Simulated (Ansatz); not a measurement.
# H₅NOSi···NH₃: what the fields show

Input file:

```
crystal:
  periodic: [false, false, false]
  atoms:
    - { symbol: Si, position_ang: [0.112717, -1.046893, -0.004625] }
    - { symbol: O, position_ang: [-1.202414, -0.577841, -1.017448] }
    - { symbol: H, position_ang: [-0.041601, -2.537573, 0.087623] }
    - { symbol: H, position_ang: [1.451264, -0.752362, -0.579326] }
    - { symbol: "N", position_ang: [0.024874, -0.242766, 1.511286] }
    - { symbol: H, position_ang: [-0.400596, 1.525078, -1.301548] }
    - { symbol: "N", position_ang: [0.285638, 1.996081, -0.714361] }
    - { symbol: H, position_ang: [-1.642176, -1.344461, -1.399108] }
    - { symbol: H, position_ang: [0.867421, 0.077447, 1.972637] }
    - { symbol: H, position_ang: [-0.727377, -0.410944, 2.165231] }
    - { symbol: H, position_ang: [1.194965, 1.611152, -0.958006] }
    - { symbol: H, position_ang: [0.077184, 1.703081, 0.237645] }
basis:
  gaussian: { orbitals: def2-SVP }
hamiltonian:
  xc: pbe0
  dispersion: d4
relax:
  f_tol: 0.03
  max_steps: 50
output:
  orbitals: {}
```

Command:

```sh
ansatz run input.yaml --threads 2 --pin off --max-ram 3072MiB --backend cpu --events-out ev --progress --plain --runs-dir out
```

The fields are those of the relaxed geometry.

Theory: RKS PBE0-D4/def2-SVP in Ansatz 0.2.0.

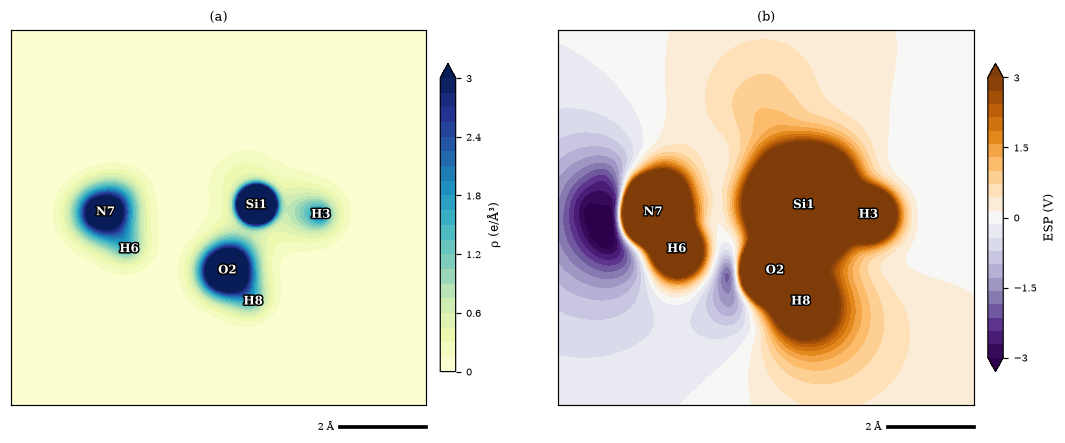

Figure 1. (a) electron density; (b) electrostatic potential on the plane of atoms O2, Si1 and H3.

### Describe what can be read from this map.

Atoms in the plane: Si, O, H and N. O2···H6 (2.34 Å): the density falls to about 0.09 e/Å³ on the way; by its geometry a hydrogen bond between the two molecules, with no shared pair. Si–O (1.67 Å): ρ is about 1.1 e/Å³ halfway. O–H (0.96 Å): ρ at the midpoint is about 3.7 e/Å³. N–H (1.02 Å): ρ at the midpoint is about 2.8 e/Å³. Si–H (1.50 Å): ρ at the midpoint is about 0.76 e/Å³. Outside the dense part of the complex the potential is most negative (−3.7 V) near N7.

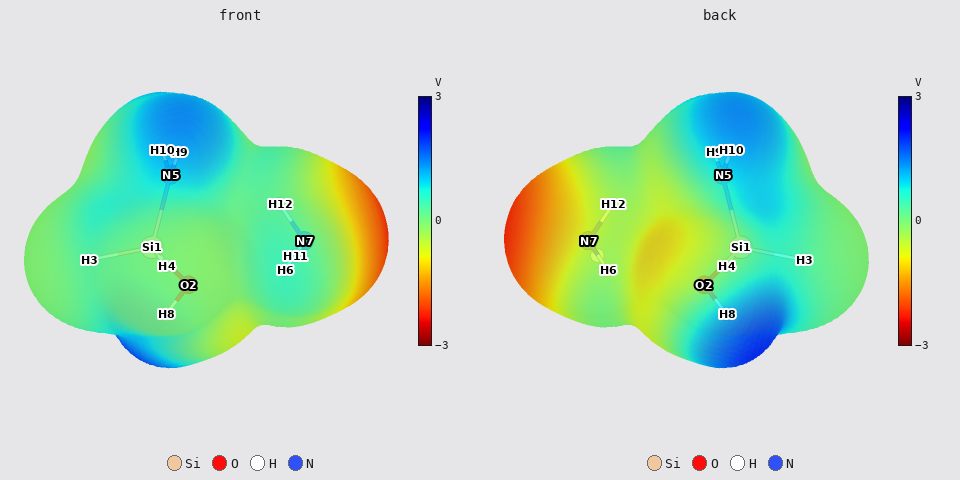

Figure 2. The electrostatic potential painted on the density surface at 0.001 e/bohr³, seen from the front and from behind; red is negative and blue positive.

### Where is the surface potential most negative and most positive?

The most negative region (about −2.2 V) lies over N7, the most positive (about +2.1 V) over H8. N7 is the likeliest acceptor of a hydrogen bond.

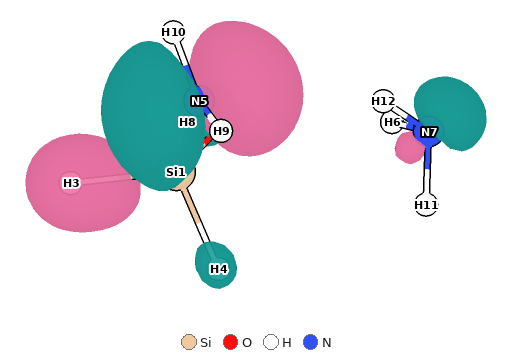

Figure 3. The HOMO−1 at ±0.15 Å⁻³ᐟ² (teal and pink are the two phases), seen from one side.

### What is the character of this orbital?

Its weight (Hirshfeld) is mainly on N5 (about 55 %), Si1 (about 15 %) and H3 (about 10 %). Its energy is −7.65 eV.

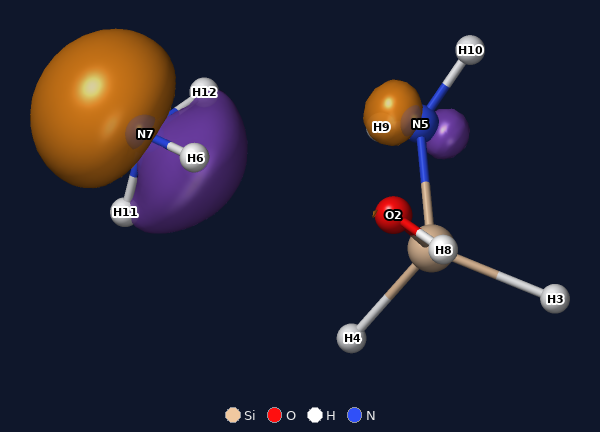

Figure 4. The HOMO at ±0.2 Å⁻³ᐟ² (orange and purple are the two phases), seen at an oblique angle.

### Where does this orbital lie, and at what energy?

By Hirshfeld shares it lies mainly on N7 (about 75 %); largely a lone pair of N7. Its energy is −6.66 eV.
